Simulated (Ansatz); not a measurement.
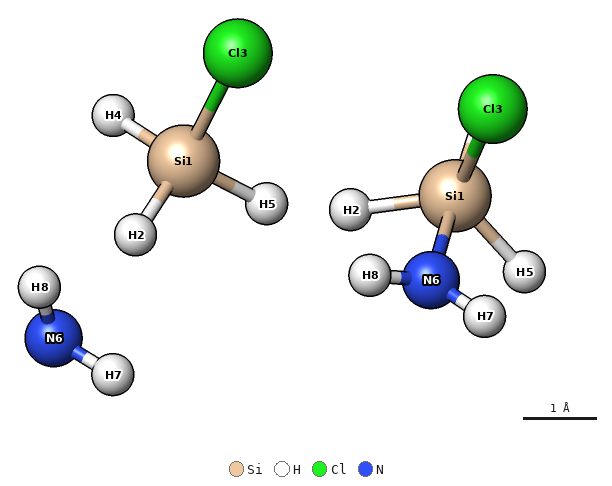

Two geometries of SiNH5Cl (multiplicity 2), drawn at one scale. One is the start of a relaxation, the other its converged end. A ball-and-stick model, seen from a free direction.

Method: UKS revPBE-D4/6-31G* (Ansatz). Set-up: collinear spin; force threshold 0.03 eV/Å; at most 50 steps.

Which geometry has the lower energy?

Answer. The right one is the relaxed one. The run prepares an end point of a later path (reaction) calculation, from a guessed geometry. The largest move after the best rigid fit is that of H2, 1.61 Å. Largest moves by element: H 1.61 Å, Cl 1.33 Å, N 1.31 Å, Si 0.72 Å. Some distances before and after: Cl3–N6 4.783 → 2.529 Å, Si1–N6 3.732 → 2.012 Å, Si1–Cl3 2.091 → 2.247 Å, Si1–H2 1.475 → 1.505 Å. New bonds form, among them: Si1–N6 (3.73 → 2.01 Å). Bond angles that change, for instance: Cl3–Si1–H4 108.3° → 89.7°, Cl3–Si1–H5 108.1° → 119.2°, H2–Si1–Cl3 108.5° → 119.3°. The energy falls by 5.15 kcal/mol in 37 accepted moves (41 points after the start). The largest force component goes from 0.45 to 0.017 eV/Å. The line search rejected the trial steps at points 3, 13, 19, 31 of the run. The forces were under the threshold at step 2, but the run went on from there.

Limits of the set-up: the start holds two separate molecules, 2.3 Å apart at their closest, whose relative position is a soft coordinate.
